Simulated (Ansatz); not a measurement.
# Alpha-Ga2S3 ferroelectric layer bilayer (AB) in a perpendicular field

Wanted: the out-of-plane response of the alpha-Ga2S3 ferroelectric layer bilayer (AB). A positive field points along +c.

Method: plane-wave DFT, PBE-D3(BJ), Ansatz PAW, in Ansatz 0.2.0.

## Step 1: Starting point

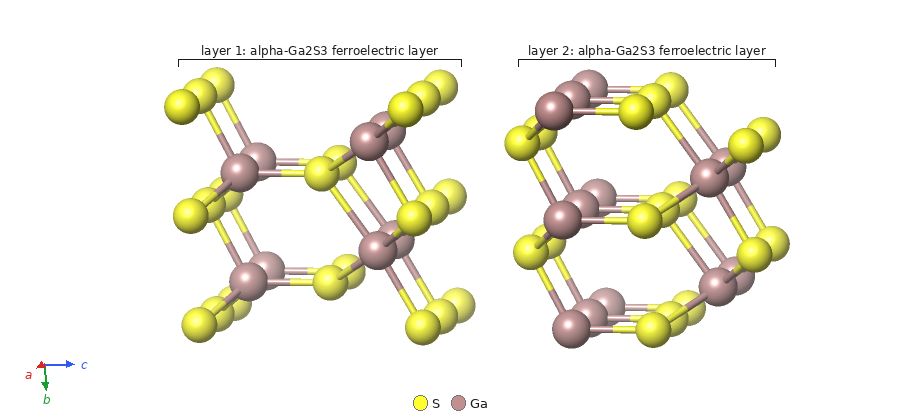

The cell as given, from the side, with the c axis across the page (sulfur yellow, gallium pink). 2×2×1 cells are drawn. Bonds to atoms that aren't drawn are left out. Some periodic images of atoms are drawn too.

The cell holds 10 atoms: 6 S and 4 Ga. Cell: a = 3.650 Å, b = 3.650 Å, c = 61.809 Å, α = 90.0°, β = 90.0°, γ = 120.0°. Regions: layer 1: alpha-Ga2S3 ferroelectric layer, 5 atoms (3 S and 2 Ga); layer 2: alpha-Ga2S3 ferroelectric layer, 5 atoms (3 S and 2 Ga). Vacuum lies along c.

## Step 2: Relaxing the slab

The starting cell is a guess, so the in-plane lattice and the atoms are relaxed first, with the slab cut off from its images along the normal.

The input, input.yaml:

```yaml
crystal:
  lattice:
    - [3.65, 0.0, 0.0]
    - [-1.825, 3.1609927238, 0.0]
    - [0.0, 0.0, 61.8085709706]
  atoms:
    - { symbol: S, position: [0.0, 0.0, 0.3753524735] }
    - { symbol: Ga, position: [0.3333333333, 0.6666666667, 0.3935943549] }
    - { symbol: S, position: [0.3333333333, 0.6666666667, 0.430320653] }
    - { symbol: Ga, position: [0.6666666667, 0.3333333333, 0.4555077887] }
    - { symbol: S, position: [0.0, 0.0, 0.4757315211] }
    - { symbol: S, position: [0.6666666667, 0.3333333333, 0.5242684789] }
    - { symbol: Ga, position: [0.0, 0.0, 0.5425103602] }
    - { symbol: S, position: [0.0, 0.0, 0.5792366583] }
    - { symbol: Ga, position: [0.3333333333, 0.6666666667, 0.604423794] }
    - { symbol: S, position: [0.6666666667, 0.3333333333, 0.6246475265] }
  periodic: [true, true, false]
kpoints:
  mp_grid: { grid: [12, 12, 1] }
hamiltonian:
  xc: pbe
  dispersion: d3bj
scf:
  occupations: { method: fermi_dirac, width: 0.05 }
  convergence: { dr2_threshold: 1.0e-09 }
relax:
  f_tol: 0.004
  max_steps: 90
  cell: {}
output:
  write_potential: true
  write_density: true
  volumetric_format: npy
```

Run with:

```bash
ansatz run input.yaml --threads 4 --pin off --max-ram 8192MiB --backend cpu --events-out ev --progress --plain --runs-dir out
```

Then come: atoms held, field 0, start network; single point, field 0.1 V/Å; atoms held, field -0.1 V/Å; atoms held, field 0.2 V/Å; single point, field 0.3 V/Å; response, atoms held. Settings of the main run: cutoff 420 eV, 18×18×1 k-mesh, smearing width 0.02585 eV, 2 layers, stack alpha-Ga2S3 ferroelectric layer bilayer (AB), PAW set soft 2.

What does the calculation give for the step between the vacuum levels?

The induced dipole equals that of a perfect conductor 15.11 Å thick, while the outer atoms lie 14.95 Å apart; an out-of-plane ε follows only once a thickness t is chosen, by 1 − 1/ε = 15.11 Å / t. The two faces differ: the vacuum level above lies 2.86 eV higher than the one below. The gap goes from 0.39 eV to 0.05 eV at 0.3 V/Å.

* gap without field: 0.389 eV
* ionisation energy, upper face: 6.80 eV
* electron affinity, upper face: 6.41 eV
* step between the vacuum levels: 2.86 eV
* equivalent conductor thickness, atoms held: 15.1 Å

With the field reversed the gap is 0.56 eV at -0.1 V/Å. Semilocal functionals give gaps that are too small, and excitons are not included. Spin-orbit coupling is left out.

[Logs are printed without paths, hosts, clocks, repeated set-up lines and the standing remarks that a program may print on its own settings, such as how far it seeks lower states.]

[Hosts, paths, dates, database ids (printed as entryN), source tags and the programs' standing remarks are cut or masked in the printed files.]

[Maps of the electrostatic potential energy from Ansatz leave out the sawtooth potential of an applied field or a dipole correction, so their vacuum need not be flat; planar profiles and work functions include it.]
